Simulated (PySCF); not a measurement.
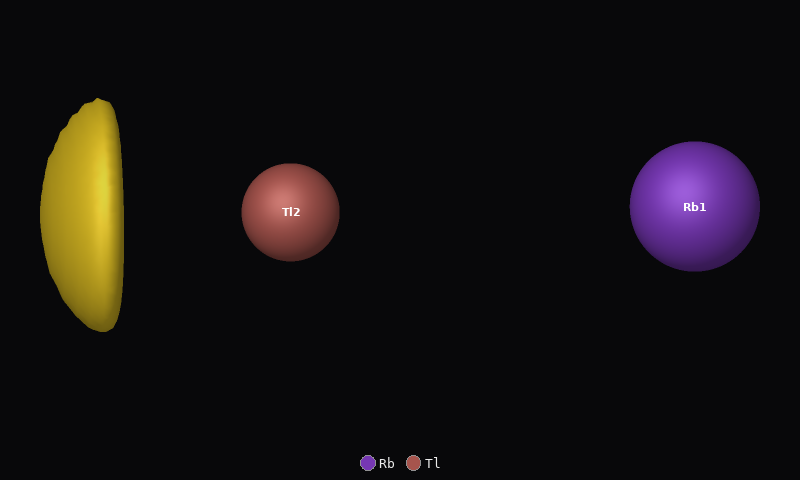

*RbTl. Isosurface of the electron localisation function at 0.75 (yellow), seen from one side. Only the valence region is drawn (cores and ρ < 0.01 e/Å³ removed).*

Core potentials replace the inner electrons of Rb and Tl.

Computed with PySCF, PBE0/def2-SVP, non-relativistic Hamiltonian with scalar-relativistic core potentials where named, at a bond length of 3.939 Å.

```xyz
2

Rb    0.0000    0.0000   -2.7852
Tl    0.0000    0.0000    1.1538
```

Question: Identify the bonds, lone pairs and shells in this picture.

Answer: The surface consists of one lobe on Tl, pointing away from the bonds (lone pairs). Along the contacts the grid gives the following. Rb–Tl (3.94 Å): the ELF peaks at about 0.70 in the valence shell of Tl, 1.8 Å from its nucleus, and is about 0.50 at the midpoint.
